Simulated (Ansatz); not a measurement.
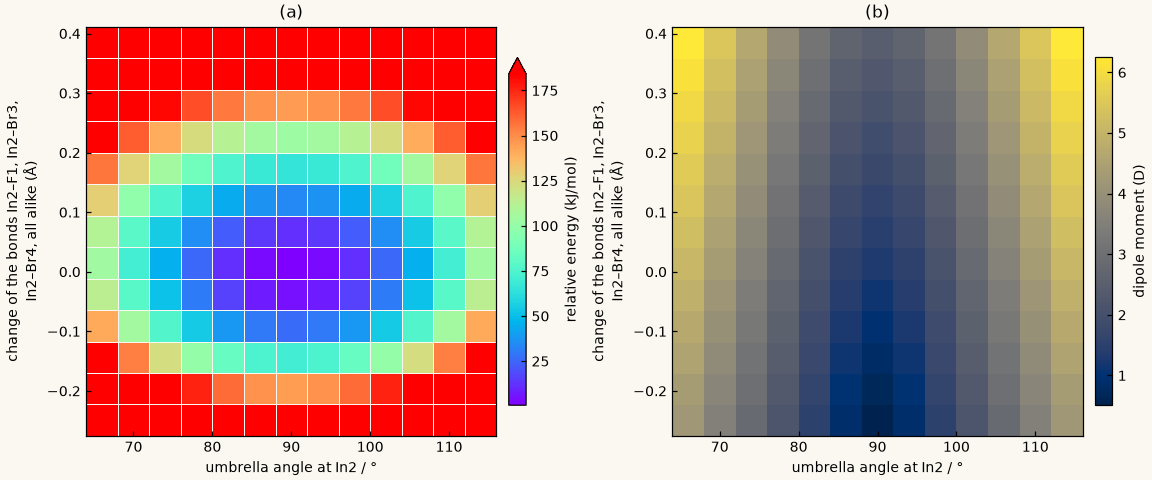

Br₂FIn, SMILES [F][In]([Br])[Br]. Coordinates scanned: (1) umbrella angle at In2 (between each of its bonds and their common axis; 90 is planar); (2) change of the bonds In2–F1, In2–Br3, In2–Br4, all alike. Nothing is relaxed (all other coordinates rigid). Grid: 13 × 13 points; 91 points were computed and 78 follow by symmetry. Points are written as (first, second). All energies are given in kJ/mol relative to the relaxed molecule at the same level. The calculation used RHF/def2-TZVP in Ansatz 0.2.0.

Panel (a) is the energy and panel (b) the computed dipole moment on the same grid.

Drawn: one coloured cell a grid point, one colour for all values above the top of the scale.

### How does the dipole moment vary over the map, and what is it at the lowest grid point?

Leaving out the highest fifth of the energies, it runs from 0.67 D at (90°, −0.196 Å) to 5.93 D at (66°, 0.279 Å). At the lowest grid point, (90°, 0.015 Å), it is 1.29 D.

```
second ↓, first →    66    70    74    78    82    86    90    94    98   102   106   110   114
            0.385  6.25  5.45  4.64  3.86  3.16  2.65  2.45  2.65  3.16  3.86  4.64  5.45  6.25
            0.332  6.09  5.29  4.48  3.70  3.00  2.47  2.27  2.47  3.00  3.70  4.48  5.29  6.09
            0.279  5.93  5.13  4.33  3.55  2.84  2.30  2.09  2.30  2.84  3.55  4.33  5.13  5.93
            0.226  5.76  4.97  4.17  3.40  2.68  2.14  1.92  2.14  2.68  3.40  4.17  4.97  5.76
            0.174  5.59  4.81  4.02  3.25  2.54  1.98  1.76  1.98  2.54  3.25  4.02  4.81  5.59
            0.121  5.42  4.65  3.87  3.10  2.39  1.83  1.60  1.83  2.39  3.10  3.87  4.65  5.42
            0.068  5.24  4.49  3.72  2.96  2.25  1.68  1.44  1.68  2.25  2.96  3.72  4.49  5.24
            0.015  5.06  4.32  3.57  2.82  2.12  1.54  1.29  1.54  2.12  2.82  3.57  4.32  5.06
           −0.038  4.88  4.16  3.42  2.68  1.98  1.40  1.13  1.40  1.98  2.68  3.42  4.16  4.88
           −0.091  4.71  3.99  3.27  2.55  1.85  1.26  0.98  1.26  1.85  2.55  3.27  3.99  4.71
           −0.143  4.53  3.83  3.13  2.42  1.73  1.13  0.83  1.13  1.73  2.42  3.13  3.83  4.53
           −0.196  4.36  3.68  2.99  2.29  1.61  1.00  0.67  1.00  1.61  2.29  2.99  3.68  4.36
           −0.249  4.19  3.53  2.85  2.18  1.50  0.87  0.51  0.87  1.50  2.18  2.85  3.53  4.19
```
